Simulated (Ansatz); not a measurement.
# Magnesium, fcc: r²SCAN0 after r²SCAN

Aim: see what exact exchange does to the levels, and what it costs. Spin polarisation is left out. The cell comes from an earlier r²SCAN relaxation. Exact exchange is dear, so the k-mesh is coarse, and r²SCAN is run on the same mesh for comparison.

Method: DFT, plane waves (500 eV) with PBE-made PAW files, scalar-relativistic; functionals as named at each step, in Ansatz 0.2.0.

## Step 1: The starting structure

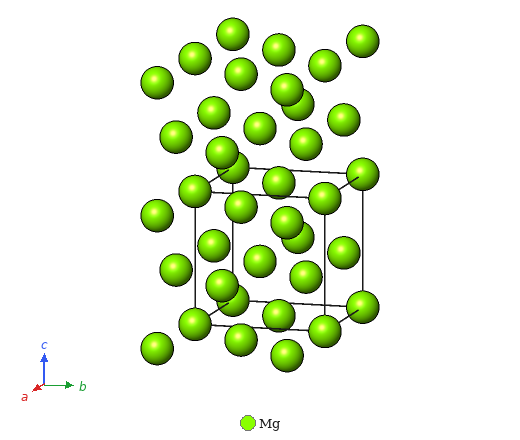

The structure, seen slightly off an axis (magnesium green). 2×1×2 conventional cells are drawn; the run uses a primitive one. Any atoms on the faces are drawn again on the opposite ones.

Structure file:

```cif
data_structure
_symmetry_space_group_name_H-M 'Fm-3m'
_symmetry_Int_Tables_number 225
_cell_length_a 4.4954
_cell_length_b 4.4954
_cell_length_c 4.4954
_cell_angle_alpha 90.000
_cell_angle_beta 90.000
_cell_angle_gamma 90.000
_cell_volume 90.85
loop_
_atom_site_label
_atom_site_type_symbol
_atom_site_symmetry_multiplicity
_atom_site_Wyckoff_symbol
_atom_site_fract_x
_atom_site_fract_y
_atom_site_fract_z
_atom_site_occupancy
Mg1 Mg 4 a 0.00000 0.00000 0.00000 1
```

## Step 2: r²SCAN on the coarse mesh

The run with r²SCAN.

Input file input.yaml:

```yaml
crystal:
  lattice:
    - [0.0, 2.2477226594, 2.2477226594]
    - [2.2477226594, 0.0, 2.2477226594]
    - [2.2477226594, 2.2477226594, 0.0]
  atoms:
    - { symbol: Mg, position: [0.0, 0.0, 0.0] }
hamiltonian:
  xc: r2scan
  pseudopotentials:
    kind: paw
    azcp:
      Mg: "pseudopotentials/Mg.paw.azcp"
basis:
  ecutwfc: 500
  fft_grid_basis: typed
kpoints:
  mp_grid: { grid: [6, 6, 6], shift: [0, 0, 0] }
magnetization:
  spin_polarized: false
scf:
  occupations: { method: fermi_dirac, width: 0.1 }
output:
  write_density: true
  write_potential: true
  elf: true
  volumetric_format: npy
```

Launch:

```
$ ansatz run input.yaml --threads 4 --pin off --max-ram 8192MiB --backend cpu --events-out ev --progress --plain --runs-dir out
```

Standard output, shortened:

```text
Warning: RAYON_NUM_THREADS=4 ignored (pool sized by the plan → 4); use --threads N
[...]
Pseudopotentials: kind: paw
Pseudopotential: Mg, paw, valence charge 10, recommended cutoff 500 eV (meta_gga), <dir>
Functional definition: r2SCAN
[...]
Crystal: 1 atoms, lattice volume = 22.712 Å³
Basis set: ecut = 500 eV, 561 PW (Γ), exchange–correlation on 96×96×96 points (64 copies of the dense FFT grid, shifted against one another)
Bands: 9, of which v1, the nominal top of the filled ones, is band 5 counted from 1 (4 counted from 0)
Symmetry: 48 space group operations
Space group: Fm-3m (ITA 225), of the structure as read, at distance tolerance 2.8e-5 Å
k-points: 16 of 216
[...]
SCF iter   1: F=—  HF=-1926.335077 eV  |F-HF|=—  |Δ(HF+E_count)|=         —  Δρ=7.73e-3  dr2=5.32e-3  dr2_τ=3.27e-4  ethr=1.77e-3  ⟨swp⟩=5.4  Hψ=1040  notcnv=0
[...]
SCF iter   6: F=-1926.340996 eV  HF=-1926.340996 eV  |F-HF|=1.82e-12  |Δ(HF+E_count)|=  4.77e-10  Δρ=1.34e-7  dr2=4.25e-12  dr2_τ=1.12e-13  ethr=1.52e-11  ⟨swp⟩=1.0  Hψ=359  notcnv=0
[...]
SCF converged after 6 iterations
Free energy (F): -1926.340996 eV
[...]
E sigma→0 (E₀):  -1926.329761 eV
Entropy (-TS):   -0.022471 eV (-22.471 meV/atom)
Fermi energy:    5.918305 eV
[...]
--- Band table (eV; the first three rows and the last of 16) ---
  k-point 0: bands = ["-73.2553", "-38.3343", "-38.3343", "-38.3343", "-1.6808", "18.9466", "18.9466", "18.9466", "21.3248"]
[...]
```

Wall time 0.36 s (4 threads of Arm Neoverse V2, shared host); peak memory 0.28 GiB.

The maps below are laid out on this run's own conventional cell (a, b, c = 4.495, 4.495, 4.495 Å).

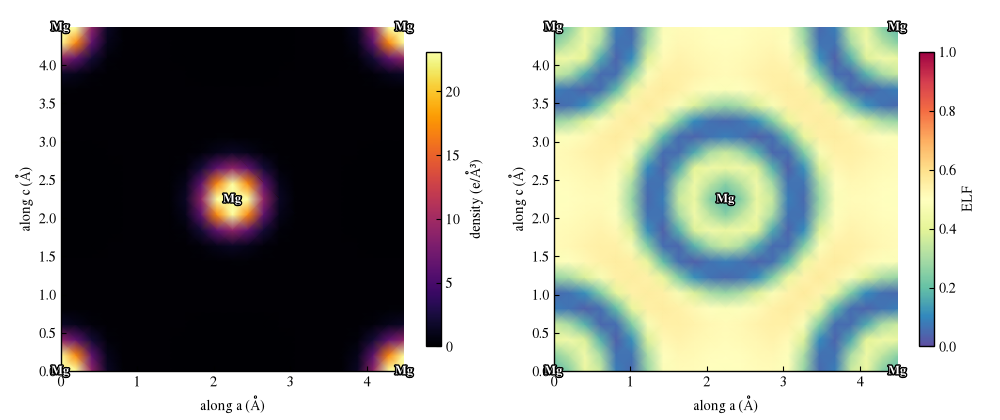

Density (left) and ELF (right) in a lattice plane of the grid's cell (edges 4.50 and 4.50 Å, at 0.000 of the third edge), which holds Mg. Only atoms in the plane are labelled; the density scale stops at 23.10 e/Å³. Both are smooth fields of the valence electrons: close to the nuclei they are not physical.

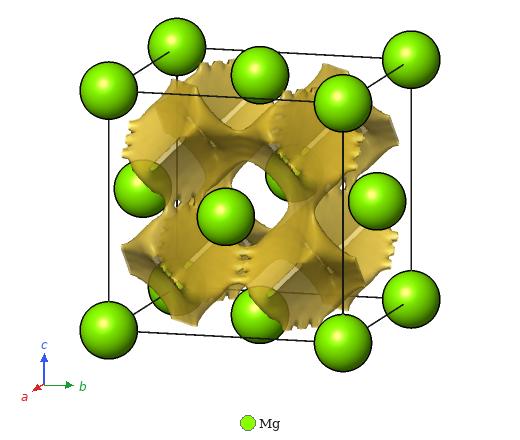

Surface of ELF = 0.56, drawn in one cell.

The highest ELF values outside the cores: 0.62 between the atoms, 1.9 Å from Mg.

## Step 3: r²SCAN0 on the coarse mesh

The run with r²SCAN0.

Changes to input.yaml since step 2:

```diff
@@ -8,3 +8,3 @@
 hamiltonian:
-  xc: r2scan
+  xc: r2scan0
   pseudopotentials:
```

Launch:

```
$ ansatz run input.yaml --threads 4 --pin off --max-ram 8192MiB --backend cpu --events-out ev --progress --plain --runs-dir out
```

Standard output, shortened:

```text
Warning: RAYON_NUM_THREADS=4 ignored (pool sized by the plan → 4); use --threads N
[...]
Pseudopotentials: kind: paw
Pseudopotential: Mg, paw, valence charge 10, recommended cutoff 500 eV (meta_gga), <dir>
Functional definition: r2SCAN0
[...]
Crystal: 1 atoms, lattice volume = 22.712 Å³
Basis set: ecut = 500 eV, 561 PW (Γ), exchange–correlation on 96×96×96 points (64 copies of the dense FFT grid, shifted against one another)
Bands: 9, of which v1, the nominal top of the filled ones, is band 5 counted from 1 (4 counted from 0)
Symmetry: 48 space group operations
Space group: Fm-3m (ITA 225), of the structure as read, at distance tolerance 2.8e-5 Å
k-points: 16 of 216
[...]
SCF iter   1: F=—  HF=-1926.334346 eV  |F-HF|=—  |Δ(HF+E_count)|=         —  Δρ=7.63e-3  dr2=5.23e-3  dr2_τ=3.35e-4  ethr=1.77e-3  ⟨swp⟩=8.3  Hψ=781  notcnv=0
[...]
Frozen-core exchange: fock
[...]
hybrid SCF converged: 2 outer / 6 inner (+6 warm-up), last move |dexx| = 4.90e-7 eV, tail = 1.13e-7 eV
Stability not checked: this state was not tested for a lower state beside it, because the functional holds exact exchange (a hybrid, or Hartree-Fock), whose exchange loop this test does not read (fock_operator; see scf.lower_state_search)
Free energy (F): -1926.096376 eV
Frozen-core exchange: fock
[...]
E sigma→0 (E₀):  -1926.086636 eV
Entropy (-TS):   -0.019478 eV (-19.478 meV/atom)
Fermi energy:    6.128962 eV
[...]
--- Band table (eV; the first three rows and the last of 16) ---
  k-point 0: bands = ["-78.2822", "-42.0364", "-42.0364", "-42.0364", "-3.0085", "19.7733", "19.7733"]
[...]
  guard bands above this table: 2 of the run's 9 bands. The solve was not asked for them (output.publish_guard_bands: true or output.eigenvalues: true publishes all)
```

It took 4.1 s on 4 threads of Arm Neoverse V2, shared host; peak memory 0.57 GiB.

## Step 4: The functionals compared

| functional | gap on the mesh | Fermi energy (eV) | SCF cycles | exchange loops | CPU time |
| --- | --- | --- | --- | --- | --- |
| r²SCAN | none (levels filled in part) | 5.918 | 6 | - | 0.91 s |
| r²SCAN0 | none (levels filled in part) | 6.129 | 12 | 2 | 12 s |

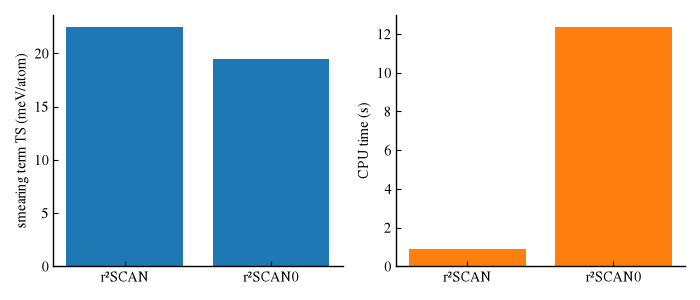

Smearing term and CPU time by functional.

## Step 5: Results

| quantity | value |
| --- | --- |
| r²SCAN: gap | none (levels filled in part) |
| r²SCAN0: gap | none (levels filled in part) |
| r²SCAN0: SCF cycles, exchange loops | 12, 2 |
| r²SCAN0: CPU time over that of r²SCAN | 14 |
| r²SCAN0: relative to hcp | +27 meV/atom |

**Reading.** Neither r²SCAN nor r²SCAN0 shows a clean gap on this mesh. The hybrid took 14 times as much CPU time as r²SCAN on the same settings. The exchange operator of r²SCAN0 was renewed in 2 outer loops. The dense-mesh value adds -58.0 meV/atom, the change that r²SCAN shows between the coarse mesh and its own dense run (not shown). Under r²SCAN0 it lies 27 meV/atom above hcp (computed apart in the same way); on such meshes a few tens of meV are uncertain for metals. Absolute energies differ from functional to functional, by eV per atom at times, and say nothing by themselves.
